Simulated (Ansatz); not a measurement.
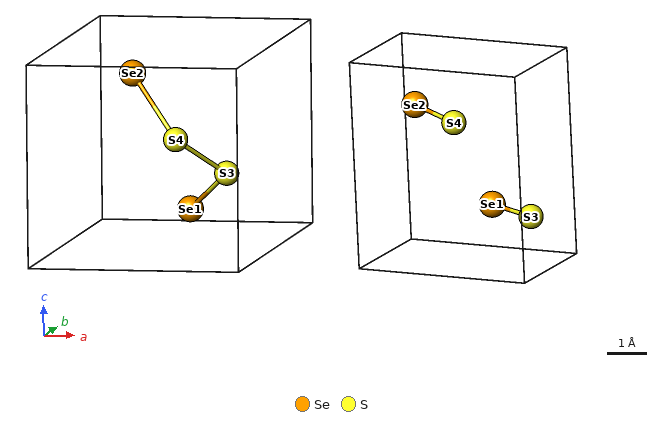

Two geometries of solid SeS (built on the random type) (coarse preliminary run), drawn at one scale. One is the start of a relaxation, the other its converged end. The picture is a ball-and-stick view of the cell of the calculation, seen slightly off an axis.

Theory: Ansatz, DFT PBE, scalar-relativistic, plane waves, PAW. Set-up: plane-wave cutoff 420 eV; k-point mesh 4 × 4 × 4; occupations gaussian; smearing width 0.1 eV; no spin polarisation; cell and atoms relaxed; force threshold 0.04 eV/Å; at most 70 steps.

Q: Which of the two is the end point?

A: The left one is the relaxed one. Case: random cell with space group C2 (No. 5). The largest moves relative to the cell, 1.08 Å, are those of S3 and S4. S4 goes along [1 2 −3]. Largest moves by element: S 1.08 Å, Se 0.83 Å. The volume changes by +55.0 %, with a = b 4.323 → 5.485 Å (+26.9 %), c 5.665 → 5.541 Å (−2.2 %), α 98.3° → 92.7°, β 98.3° → 92.7°, γ 69.9° → 65.8°. Near-neighbour distances that change, for instance: S3–S4 3.904 → 2.048 Å, Se1–S4 2.948 → 3.931 Å, Se1–Se2 3.320 → 2.356 Å, Se1–S3 1.702 → 2.234 Å. New bonds form: S3–S4 (3.90 → 2.05 Å), Se1–Se2 (3.32 → 2.36 Å). The space group stays C2 (No. 5). The energy falls by 1712 meV per atom in 29 accepted moves (33 points after the start). The largest force component goes from 20 to 0.021 eV/Å. Pressure: 37.97 GPa at the start and −0.05 GPa at the end. The line search rejected the trial steps at points 15, 24 of the run. At 2 points the geometry stayed and the basis and grid were re-selected for the new cell (energy shift of 6.2 meV per atom at most each time).
